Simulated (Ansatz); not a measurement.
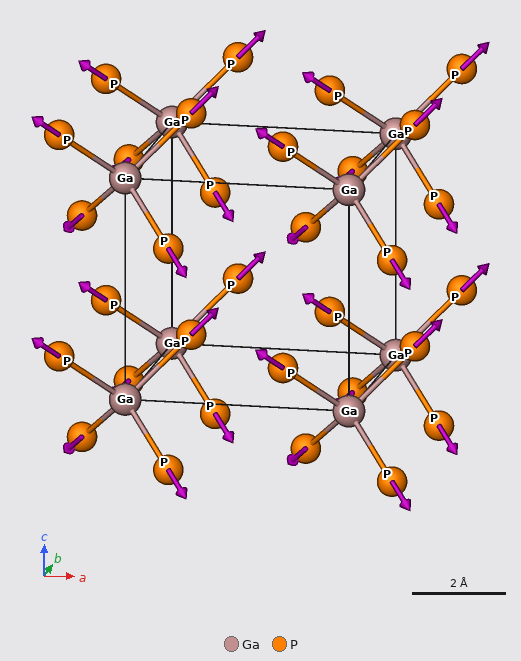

A relaxation of crystalline GaP4 (a generated structure, set up in P-43m) (coarse preliminary run). The starting structure is drawn; purple arrows show the displacements (the part carried along by the change of the cell is left out), at their true length.

A ball-and-stick model of the cell of the calculation, seen slightly off an axis.

The calculation used DFT PBE, scalar-relativistic, plane waves, PAW (Ansatz 0.2.0). Set-up: plane-wave cutoff 420 eV; k-point mesh 4 × 4 × 4; occupations gaussian; smearing width 0.1 eV; no spin polarisation; cell and atoms relaxed; force threshold 0.04 eV/Å; at most 70 steps.

Question: Atoms of which element are displaced furthest, and by how much?

Answer: Phosphorus: up to 0.88 Å, against 0.00 Å for gallium.

Question: Describe the change and its energy.

Answer: Over 9 accepted moves (11 points after the start) the energy falls by 1204 meV per atom. Largest force component: 2 eV/Å at the start, 0.024 eV/Å at the end. Pressure: 5.42 GPa at the start and −0.01 GPa at the end. The line search rejected the trial step at point 5 of the run. The SCF was repeated once at an unchanged geometry on a basis and grid sized afresh for the cell, which shifted the energy by 0.4 meV per atom at most. The largest moves relative to the cell, 0.88 Å, are those of P atoms. Ga stays in place. The drawn cell changes as follows: a = b = c 4.947 → 5.083 Å (+2.7 %); the volume changes by +8.4 %. Near-neighbour distances that change, for instance: P–P 3.585 → 2.239 Å, Ga–P 2.089 → 3.031 Å. The space group stays P-43m (No. 215). The run took 85 s on 1 thread of Intel(R) Xeon(R) Processor @ 2.50GHz (Skylake/Cascade Lake), with other jobs on the host, peak memory 0.36 GiB.
